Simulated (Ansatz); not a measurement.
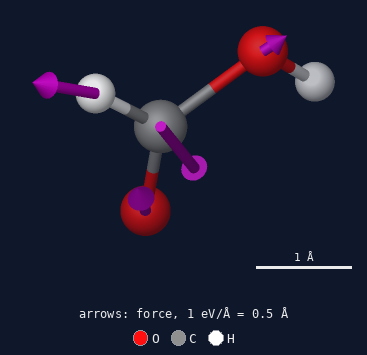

Starting geometry of CH₂O₂ (coarse preliminary run) with the computed forces as purple arrows. Style: ball-and-stick. Shown from a free direction.

The start comes from a force field.

These are results of RKS PBE-D4/def2-SVP (Ansatz), not measurements.

Input file:
```yaml
crystal:
  periodic: [false, false, false]
  atoms:
    - {symbol: O, position_ang: [-0.353700, -0.412500, 1.215900]}
    - {symbol: C, position_ang: [-0.252600, -0.355600, -0.003600]}
    - {symbol: O, position_ang: [0.448900, 0.595000, -0.625900]}
    - {symbol: H, position_ang: [-0.588500, -1.059800, -0.729600]}
    - {symbol: H, position_ang: [0.795800, 1.159300, 0.101700]}
basis:
  gaussian: {orbitals: def2-SVP}
hamiltonian: {xc: pbe, dispersion: d4}
relax: {f_tol: 0.03, max_steps: 200}
```

Command:
```bash
ansatz run in.yaml --threads 2 --pin off --events-out ev --progress --plain --max-ram 4352MiB
```

> What follows when this structure is relaxed?

It isn't relaxed: the largest force vector, on C2, is 2.87 eV/Å. The final displacements follow the starting forces only in part (cosine between the two patterns 0.55). The largest move after the best rigid fit is that of H5, 0.052 Å. Largest moves by element: H 0.052 Å, C 0.039 Å, O 0.036 Å. Among the contacts that change: C2–H4 1.066 → 1.121 Å, O1–C2 1.225 → 1.209 Å, C2–O3 1.335 → 1.349 Å. Bond angles that change, for instance: O1–C2–H4 128.4° → 125.6°, O1–C2–O3 122.7° → 125.4°. After 4 accepted moves (6 points after the start) the energy has fallen by 8.70 kJ/mol. Largest force component: 2.5 eV/Å at the start, 0.02 eV/Å at the end. The line search rejected the trial steps at points 1, 2 of the run. Cost: 6 s on 2 threads of AMD EPYC, with other jobs on the host.
